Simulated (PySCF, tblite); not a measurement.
**C5H7OS2 radical: geometry, infrared bands and EPR parameters**

Wanted: the infrared bands and EPR parameters of C5H7OS2 radical (`CO[C@H]1[CH]C=C(S)S1`), by calculation.

Computed with tblite 0.8.0 and PySCF 2.14.0, with density-fitted response routines of our own, on a single molecule in the gas phase. Atoms are numbered from 0 throughout.

## (1) The molecule as given

15 atoms, charge 0, multiplicity 2; geometry from: force field or distance geometry start.

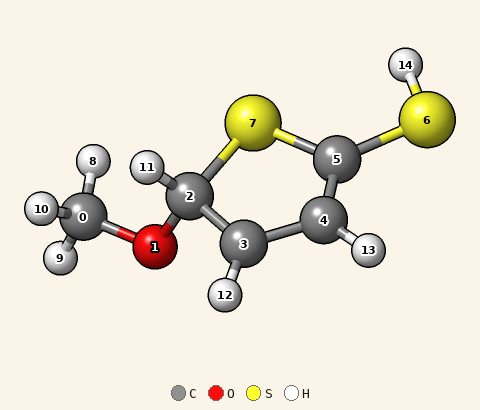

The starting geometry (carbon grey, oxygen red, sulfur yellow, hydrogen white), atoms numbered.

## (2) Optimising the geometry with GFN2-xTB

Job settings and geometry (Å):

```
{"job": {"kind": "relax", "xc": "GFN2-xTB", "basis": "xTB"}, "charge": 0, "multiplicity": 2}
C      2.068200    -0.749900     1.752200
O      1.020100    -1.060900     0.823600
C      0.638700     0.052200     0.055200
C     -0.026100    -0.462900    -1.193700
C     -1.392100    -0.049900    -1.332000
C     -1.844200     0.736600    -0.357800
S     -3.433600     1.373500    -0.303300
S     -0.654900     1.074400     0.880300
H      1.742500     0.023300     2.457300
H      2.298500    -1.650800     2.324700
H      2.955500    -0.423200     1.218800
H      1.483900     0.676300    -0.221800
H      0.443100    -1.179800    -1.835000
H     -1.981300    -0.368200    -2.188100
H     -3.322500     2.017000     0.876300
```

Started as:

```sh
OMP_NUM_THREADS=1 python probes_run.py task.json out
```

This one command runs all jobs of the session in turn.

Output:

```text
step      E/eV     max force
  0    -673.63012    4.292
  1    -673.84590    1.074
  2    -673.87572    0.367
  3    -673.88396    0.231
  4    -673.88897    0.229
  5    -673.89382    0.195
  6    -673.89605    0.157
  7    -673.89699    0.074
  8    -673.89745    0.069
  9    -673.89780    0.059
 10    -673.89805    0.065
 11    -673.89827    0.043
 12    -673.89853    0.049
 13    -673.89896    0.057
 14    -673.89965    0.079
 15    -673.90072    0.102
 16    -673.90211    0.096
 17    -673.90355    0.091
 18    -673.90470    0.088
 19    -673.90545    0.072
 20    -673.90600    0.062
 21    -673.90657    0.059
 22    -673.90714    0.071
 23    -673.90771    0.066
 24    -673.90822    0.083
 25    -673.90863    0.068
 26    -673.90893    0.040
 27    -673.90917    0.039
 28    -673.90941    0.047
 29    -673.90972    0.066
 30    -673.91009    0.062
 31    -673.91051    0.046
 32    -673.91091    0.047
 33    -673.91130    0.053
 34    -673.91164    0.055
 35    -673.91188    0.039
 36    -673.91201    0.028
 37    -673.91210    0.029
 38    -673.91219    0.033
 39    -673.91231    0.036
 40    -673.91245    0.037
 41    -673.91258    0.033
 42    -673.91271    0.024
 43    -673.91282    0.031
 44    -673.91290    0.030
 45    -673.91295    0.020
 46    -673.91300    0.018
 47    -673.91305    0.017
 48    -673.91310    0.017
 49    -673.91316    0.021
 50    -673.91321    0.026
 51    -673.91326    0.022
 52    -673.91331    0.017
 53    -673.91334    0.014
 54    -673.91337    0.015
 55    -673.91340    0.016
 56    -673.91342    0.014
 57    -673.91345    0.012
 58    -673.91347    0.010
 59    -673.91349    0.009
```

Wall time 0.37 s (1 thread of Arm Neoverse V2, shared host).

Step by step: (not every step is listed)

```csv
step,energy from step 0 (eV),largest force (eV/Å)
0,0.0000,4.2917
1,-0.2158,1.0742
2,-0.2456,0.3671
3,-0.2538,0.2309
4,-0.2588,0.2287
5,-0.2637,0.1953
6,-0.2659,0.1570
7,-0.2669,0.0736
8,-0.2673,0.0687
12,-0.2684,0.0493
16,-0.2720,0.0963
20,-0.2759,0.0623
24,-0.2781,0.0829
28,-0.2793,0.0474
32,-0.2808,0.0471
36,-0.2819,0.0276
40,-0.2823,0.0367
44,-0.2828,0.0296
48,-0.2830,0.0174
52,-0.2832,0.0170
54,-0.2832,0.0154
55,-0.2833,0.0156
56,-0.2833,0.0141
57,-0.2833,0.0124
58,-0.2833,0.0102
59,-0.2834,0.0090
```

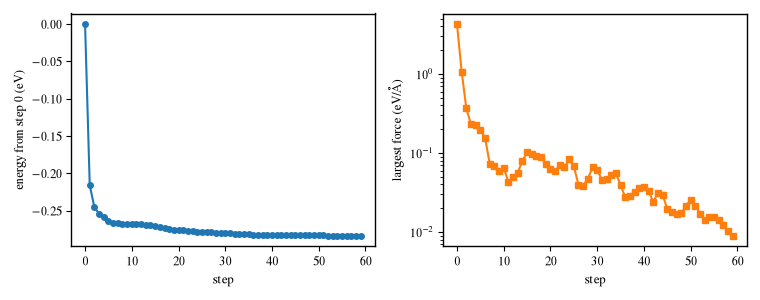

Energy and force, step by step.

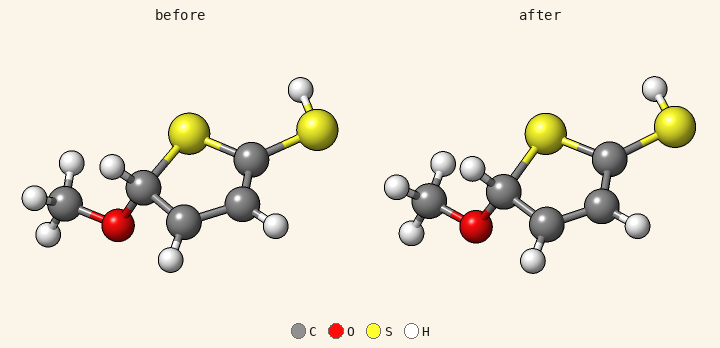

Before and after, at one scale.

Distances of close pairs at the start and the end, largest changes first:

```csv
bond,before (Å),after (Å),change (Å)
C3–C4,1.434,1.359,-0.074
C4–C5,1.331,1.393,+0.062
C2–S7,1.844,1.873,+0.030
C0–O1,1.434,1.408,-0.026
C5–S6,1.713,1.738,+0.025
O1–C2,1.405,1.381,-0.025
C2–H11,1.087,1.105,+0.018
S6–H14,1.348,1.331,-0.017
```

The final coordinates are the input of the step that follows.

## (3) Vibrational analysis with GFN2-xTB

Job settings and geometry (Å):

```
{"job": {"kind": "ir", "xc": "GFN2-xTB", "basis": "xTB"}, "charge": 0, "multiplicity": 2}
C      1.980292    -0.704265     1.778754
O      1.113042    -1.073480     0.732368
C      0.679412    -0.023549    -0.052604
C     -0.062269    -0.512922    -1.250330
C     -1.355283    -0.104809    -1.346597
C     -1.790613     0.731016    -0.320784
S     -3.386344     1.408327    -0.191499
S     -0.542895     1.075552     0.845609
H      1.480237    -0.021066     2.475111
H      2.247859    -1.623374     2.294760
H      2.882349    -0.218799     1.388035
H      1.519603     0.646539    -0.309378
H      0.431902    -1.187535    -1.921925
H     -2.017661    -0.391378    -2.145004
H     -3.184046     2.007731     0.979950
```

Output:

```text
mode    cm-1     km/mol
  1      53.4      0.03
  2     107.0      3.22
  3     129.2     35.31
  4     167.6      0.60
  5     188.1      3.59
  6     222.4      5.45
  7     267.3      4.46
  8     328.8      3.57
  9     392.3      0.33
 10     426.3      1.97
 11     497.9      1.24
 12     569.6     22.51
 13     618.1      9.50
 14     647.7      5.90
 15     747.5     13.90
 16     846.0      5.83
 17     853.7     10.72
 18     960.3     44.78
 19     988.9    107.72
 20    1034.6     21.41
 21    1087.6    151.74
 22    1110.8     16.14
 23    1129.1      5.66
 24    1151.0     24.86
 25    1167.8      6.16
 26    1210.1      3.41
 27    1284.5     34.18
 28    1374.2      4.24
 29    1400.8      2.16
 30    1461.6      8.49
 31    1477.2      3.72
 32    1491.0     13.66
 33    2432.4     78.08
 34    2782.8     43.21
 35    2914.3     44.43
 36    2931.3     26.82
 37    3037.5     11.52
 38    3121.9      9.36
 39    3156.9      5.27
```

Wall time 0.51 s (1 thread of Arm Neoverse V2, shared host).

Which atoms move in the most intense modes:

| cm⁻¹ | km/mol | atoms |
| --- | --- | --- |
| 129 | 35.3 | H14 71 %, C5 13 % |
| 960 | 44.8 | C2 27 %, C5 17 %, H13 13 %, O1 10 % |
| 989 | 107.7 | C5 37 %, C2 17 % |
| 1088 | 151.7 | O1 36 %, H11 19 %, C0 19 %, H12 11 % |
| 1284 | 34.2 | H11 73 %, C2 12 % |
| 2432 | 78.1 | H14 97 % |
| 2783 | 43.2 | H11 94 % |
| 2914 | 44.4 | H10 59 %, H8 32 % |

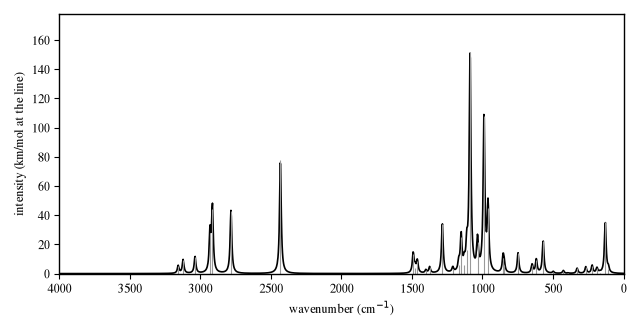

The infrared spectrum from these modes, unscaled. Lines are broadened to a width of 14 cm⁻¹ (Lorentzian).

## (4) g tensor and hyperfine couplings: B3LYP/pcH-1

The job, as its differences from that of step 3:

```diff
@@ -1,2 +1,2 @@
-{"job": {"kind": "ir", "xc": "GFN2-xTB", "basis": "xTB"}, "charge": 0, "multiplicity": 2}
+{"job": {"kind": "epr", "basis": "pcH-1"}, "charge": 0, "multiplicity": 2}
 C      1.980292    -0.704265     1.778754
```

With the program's defaults for keys left out, this is: UKS B3LYP, pcH-1 on C H O S, non-relativistic, mean-field spin-orbit, GIAO.

Output:

```text
UKS, coarse grid
  cycle   1  E = -1066.21676416  |g| = 4.84e-01
  cycle   2  E = -1066.06705317  |g| = 7.74e-01
  cycle   3  E = -1066.29952582  |g| = 1.08e-01
  cycle   4  E = -1066.30343438  |g| = 6.50e-02
  cycle   5  E = -1066.30547394  |g| = 2.00e-02
  cycle   6  E = -1066.30568454  |g| = 8.40e-03
  cycle   7  E = -1066.30573697  |g| = 3.05e-03
  cycle   8  E = -1066.30574836  |g| = 1.73e-03
  cycle   9  E = -1066.30575117  |g| = 4.96e-04
UKS, final grid
  cycle   1  E = -1066.30573823  |g| = 6.73e-04
  cycle   2  E = -1066.30573797  |g| = 1.00e-03
  cycle   3  E = -1066.30573847  |g| = 6.03e-05
  cycle   4  E = -1066.30573848  |g| = 3.49e-05
  cycle   5  E = -1066.30573848  |g| = 1.59e-05
E = -1066.30573848 Eh   <S^2> = 0.7674 (exact 0.7500)
g shifts (ppm)      1          2          3
  rmc          -179       -179       -179
  gc             11         42         41
  oz_so        -682       2992       4785
  total        -850       2856       4647
hyperfine (MHz)  atom isotope    a_iso     a_fc   dipolar eigenvalues
    0   13C      -0.57      -0.57     -0.89     -0.69      1.58
    1   17O     -49.68     -49.62     -6.07      2.87      3.20
    2   13C     -13.82     -13.81     -1.25     -0.22      1.47
    3   13C      44.90      45.00    -42.17    -40.28     82.45
    4   13C     -37.22     -37.24    -20.24      8.51     11.73
    5   13C      61.65      61.18    -47.82    -46.58     94.41
    6   33S       3.30       3.56    -13.87    -10.17     24.03
    7   33S       3.57       3.75    -12.01     -7.84     19.84
    8    1H      -0.66      -0.66     -1.54     -0.48      2.02
    9    1H      -0.27      -0.27     -1.05     -0.51      1.56
   10    1H      -0.60      -0.60     -1.23     -0.52      1.75
   11    1H      57.17      57.19     -2.22     -1.48      3.70
   12    1H     -34.89     -34.89    -20.52     -0.37     20.90
   13    1H       7.73       7.72     -4.37     -0.35      4.72
   14    1H      -4.10      -4.14     -2.06     -1.51      3.57
```

Run time: 2 min. Hardware: 1 thread of Arm Neoverse V2, shared host; peak memory 1 GiB.

Principal g values 2.00147, 2.00518, 2.00697; g(iso) = 2.00454, against 2.00232 for a free electron.

Mean a(iso) over the nuclei that a row names, and the largest dipolar term of the row (other rows stand at the frozen geometry):

| nuclei | isotope | a(iso) (MHz) | a(iso) (G, at g = 2.0023) | largest dipolar term (MHz) |
| --- | --- | --- | --- | --- |
| C5 | 13C | 61.7 | 22.0 | 94.4 |
| H11 | 1H | 57.2 | 20.4 | 3.7 |
| O1 | 17O | -49.7 | -17.7 | -6.1 |
| C3 | 13C | 44.9 | 16.0 | 82.4 |
| C4 | 13C | -37.2 | -13.3 | -20.2 |
| H12 | 1H | -34.9 | -12.4 | 20.9 |
| C2 | 13C | -13.8 | -4.9 | 1.5 |
| H13 | 1H | 7.7 | 2.8 | 4.7 |
| H14 | 1H | -4.1 | -1.5 | 3.6 |
| S7 | 33S | 3.6 | 1.3 | 19.8 |
| S6 | 33S | 3.3 | 1.2 | 24.0 |
| C0 | 13C | -0.6 | -0.2 | 1.6 |
| H8, H9, H10 | 1H | -0.5 | -0.2 | 2.0 |

Mulliken spin populations:

C0 0.01; O1 0.01; C2 -0.03; C3 0.53; C4 -0.18; C5 0.48; S6 0.10; S7 0.08; H8 0.00; H9 0.00; H10 0.00; H11 0.02; H12 -0.02; H13 0.01; H14 0.00

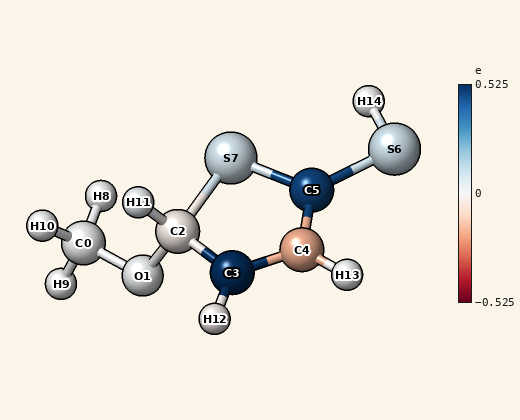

Mulliken spin populations, as colours on the atoms.

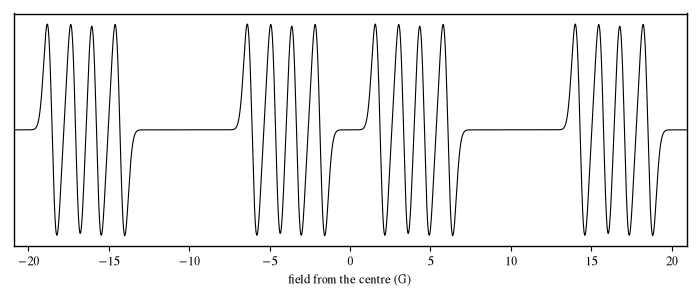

First-order isotropic spectrum (first derivative, main isotopes with spin only, couplings over 0.8 MHz, Gaussian width 0.3 G; couplings of the frozen geometry, rotation of groups not averaged beyond the rows shown).

Orbitals, density, ELF and potential are computed afterwards from the orbital file.

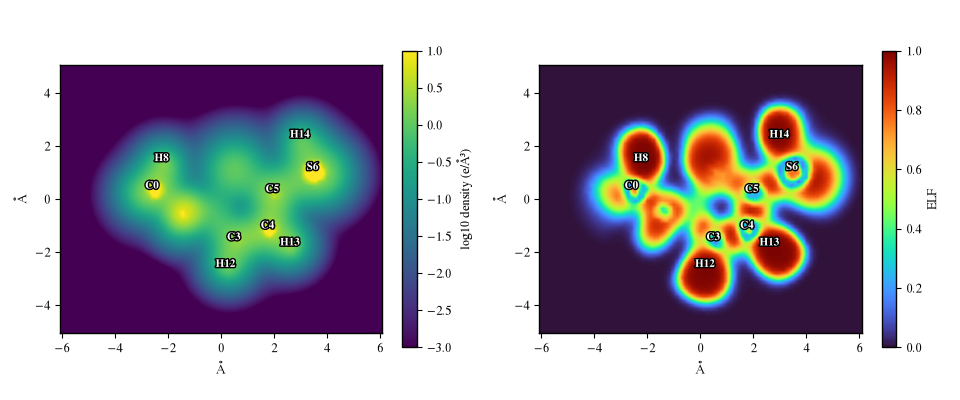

Density (left) and ELF (right) in a plane through or near 9 of the atoms.

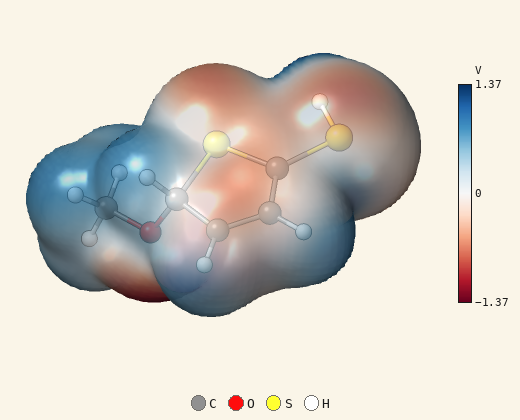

The potential that a unit positive charge feels on the 0.002 e/bohr³ surface, from -1.37 V near O1 to 1.34 V near H14.

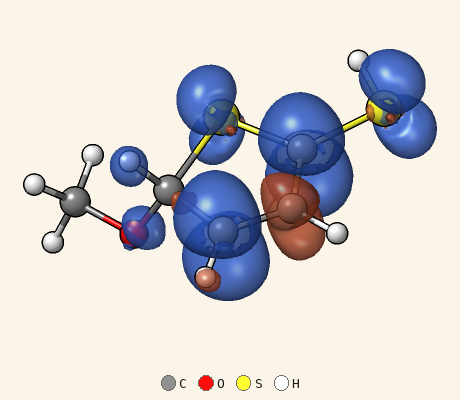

Spin density at ±0.02 e/Å³ (alpha excess blue, beta excess red).

## (5) Results

| quantity | value |
| --- | --- |
| strongest single infrared mode (GFN2-xTB) | 1088 cm⁻¹, 152 km/mol |
| zero-point energy (GFN2-xTB) | 65.4 kcal/mol |
| g(iso) (B3LYP) | 2.00454 |
| ⟨S²⟩ | 0.767 (exact 0.75) |
| largest a(iso) (averaged by class) | 13C on C5, 61.7 MHz |
| surface potential, least and greatest | -1.37 V and 1.34 V |

**Reading.** Relaxing lowered the energy by 0.283 eV in 59 steps; the close pair that moved most is C3–C4, from 1.434 to 1.359 Å. All 39 modes are real, so the xTB geometry is a minimum. The strongest single mode, at 1088 cm⁻¹, moves mainly O1, H11 and C0. GFN2-xTB is a fitted tight-binding method: band positions and strengths are rough. Its intensities can rank the bands wrongly. The largest spin populations lie on C3 (0.53 e), C5 (0.48 e). The isotropic g lies 2.2 ppt above the free-electron value.
